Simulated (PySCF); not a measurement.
# NMR shielding calculation of C6H13NSi

System: C6H13NSi.
Method: GIAO PBE/pcSseg-1 NMR shielding, non-relativistic, gas phase (PySCF 2.14.0).

The geometry comes from this level: PBE0-D3(BJ)/def2-SVP. It belongs to a series of runs on one base structure; here: H on C replaced by isopropenyl. Figures and captions count atoms from 1; the log counts them from 0 in places.

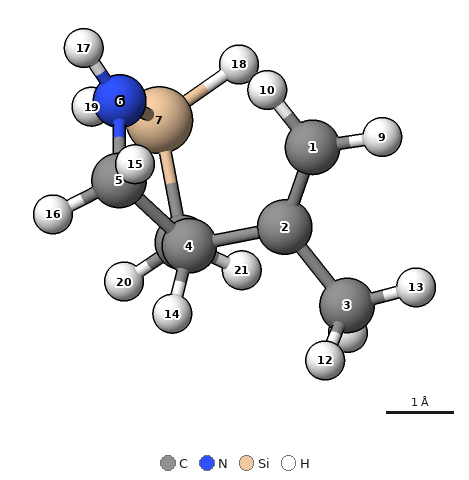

*The input geometry (ball-and-stick view, seen at a tilt; atoms are numbered from 1 in the order of the input).*

Bond lengths as drawn: C–C 1.34 to 1.55 Å, C–H 1.09 to 1.11 Å, C–N 1.45 Å, C–Si 1.89 Å, H–N 1.01 Å, H–Si 1.50 Å and N–Si 1.74 Å.

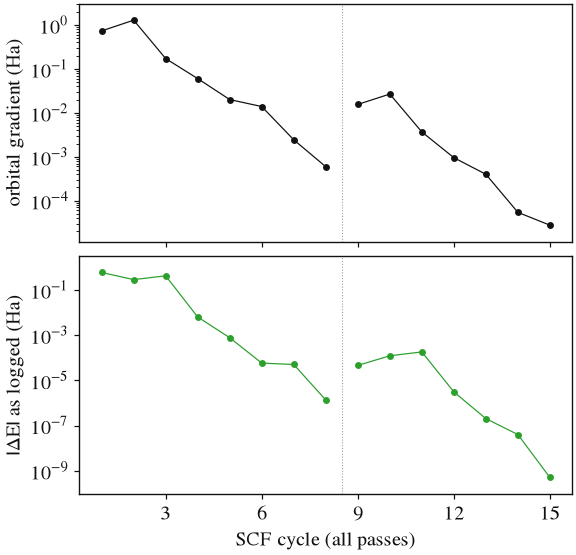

*Convergence of the self-consistent field: orbital gradient and size of the energy change against the SCF cycle. The dotted line marks the change from a coarse to the final integration grid.*

The first 8 cycles use a coarse grid, the final grid takes over at cycle 9, and the field converges after 15 cycles in all.

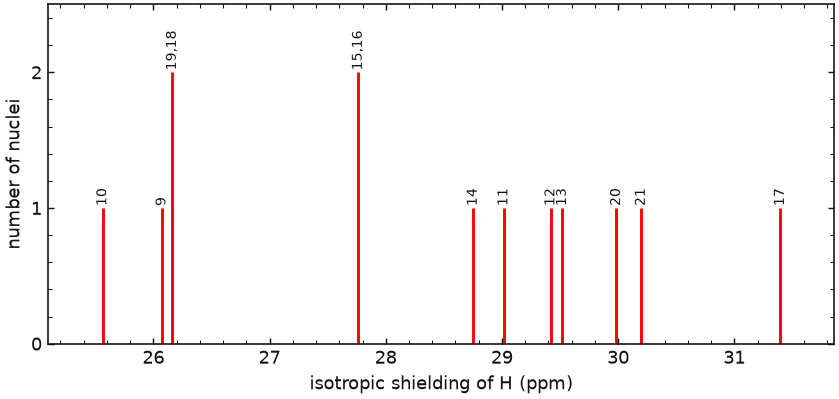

*Isotropic shieldings of the hydrogen nuclei in this fixed geometry, labelled by atom number; shielding grows to the right, so chemical shift grows to the left.*

The least shielded is H10 (25.6 ppm), the most shielded H17 (31.4 ppm).

The input and output of the run follow.

Input
```
{"job": {"kind": "nmr", "xc": "PBE", "basis": "pcSseg-1", "pop": false}, "charge": 0, "multiplicity": 1}
C     -1.343611    -0.334073     1.591136
C     -1.441254    -0.141834     0.270555
C     -2.653799    -0.571634    -0.502072
C     -0.351251     0.503458    -0.565330
C      0.633234     1.379033     0.224755
N      1.630323     0.504064     0.814524
Si     1.824537    -0.999597    -0.029784
C      0.483254    -0.579269    -1.294263
H     -2.152525    -0.815920     2.147380
H     -0.451278    -0.038113     2.147572
H     -2.384469    -1.247392    -1.330933
H     -3.151971     0.299499    -0.961165
H     -3.383480    -1.089247     0.135796
H     -0.854028     1.140698    -1.314122
H      0.087288     1.949272     0.996076
H      1.080890     2.122756    -0.466710
H      2.263386     0.918996     1.484045
H      1.570047    -2.210558     0.814216
H      3.171257    -1.197520    -0.662204
H      0.974288    -0.151791    -2.185130
H     -0.127377    -1.427710    -1.634809
```

The first line tells a small driver script what to run in PySCF; the rest is the geometry in Å.

Command:
```bash
OMP_NUM_THREADS=1 python <driver script> task.json out
```

What the program printed
```
coarse grid: 17264 points
cycle   1  E = -579.9106384902  dE =  5.922e-01  |g| = 7.338e-01  |ddm| = 4.169e+00
cycle   2  E = -579.6237571458  dE =  2.869e-01  |g| = 1.287e+00  |ddm| = 2.270e+00
cycle   3  E = -580.0444779119  dE = -4.207e-01  |g| = 1.718e-01  |ddm| = 1.742e+00
cycle   4  E = -580.0508403753  dE = -6.362e-03  |g| = 6.015e-02  |ddm| = 2.461e-01
cycle   5  E = -580.0516098163  dE = -7.694e-04  |g| = 2.004e-02  |ddm| = 7.261e-02
cycle   6  E = -580.0516677873  dE = -5.797e-05  |g| = 1.390e-02  |ddm| = 2.915e-02
cycle   7  E = -580.0517182792  dE = -5.049e-05  |g| = 2.430e-03  |ddm| = 1.363e-02
cycle   8  E = -580.0517196266  dE = -1.347e-06  |g| = 5.930e-04  |ddm| = 2.910e-03
final grid: 160008 points
cycle   9  E = -580.1155762985  dE = -4.584e-05  |g| = 1.553e-02  |ddm| = 6.168e-02
cycle  10  E = -580.1154540008  dE =  1.223e-04  |g| = 2.675e-02  |ddm| = 4.277e-02
cycle  11  E = -580.1156352992  dE = -1.813e-04  |g| = 3.671e-03  |ddm| = 3.037e-02
cycle  12  E = -580.1156383889  dE = -3.090e-06  |g| = 9.523e-04  |ddm| = 3.987e-03
cycle  13  E = -580.1156385912  dE = -2.024e-07  |g| = 3.990e-04  |ddm| = 1.181e-03
cycle  14  E = -580.1156386313  dE = -4.008e-08  |g| = 5.424e-05  |ddm| = 4.341e-04
cycle  15  E = -580.1156386318  dE = -5.043e-10  |g| = 2.768e-05  |ddm| = 9.157e-05
converged SCF energy = -580.1156386318

GIAO shielding tensors (ppm)
atom      isotropic    diamagn.    paramagn.     s11        s22        s33       span
  0 C       64.028     254.673    -190.646    -36.559     82.297    146.345    182.904
  1 C       23.032     260.434    -237.402    -96.671     17.256    148.510    245.181
  2 C      153.631     245.816     -92.184    130.726    148.176    181.992     51.266
  3 C      132.556     248.574    -116.018    118.006    131.934    147.726     29.720
  4 C      123.837     246.654    -122.817    104.751    122.353    144.406     39.656
  5 N      236.408     322.173     -85.765    186.401    221.615    301.207    114.806
  6 Si     360.897     880.613    -519.717    316.968    339.240    426.482    109.514
  7 C      164.131     252.644     -88.513    149.863    155.193    187.338     37.475
  8 H       26.072      30.498      -4.426     23.500     25.082     29.635      6.135
  9 H       25.562      33.187      -7.625     22.122     23.814     30.750      8.627
 10 H       29.014      29.639      -0.625     24.429     29.423     33.190      8.761
 11 H       29.418      28.175       1.244     25.822     27.564     34.869      9.047
 12 H       29.519      28.545       0.974     25.767     28.045     34.743      8.976
 13 H       28.751      33.489      -4.739     25.161     27.173     33.918      8.757
 14 H       27.744      31.795      -4.051     24.558     26.146     32.528      7.969
 15 H       27.779      30.425      -2.646     22.088     26.397     34.852     12.764
 16 H       31.394      31.596      -0.202     22.149     28.559     43.474     21.325
 17 H       26.184      29.163      -2.980     22.830     23.992     31.730      8.900
 18 H       26.139      28.288      -2.149     22.707     23.554     32.156      9.448
 19 H       29.983      31.343      -1.360     25.306     26.922     37.722     12.416
 20 H       30.197      32.073      -1.876     25.149     29.630     35.812     10.663
```

Key numbers

```tsv
quantity	value
outcome	converged
total energy	−580.115639 hartree
HOMO	−5.05 eV
LUMO	−0.57 eV
dipole moment	0.99 D
isotropic shielding, C	23.0 to 164.1 ppm
isotropic shielding, N	236.4 ppm
isotropic shielding, Si	360.9 ppm
isotropic shielding, H	25.6 to 31.4 ppm
hardware	1 CPU thread, shared host
wall time	2.4 min
peak memory	0.87 GiB
```
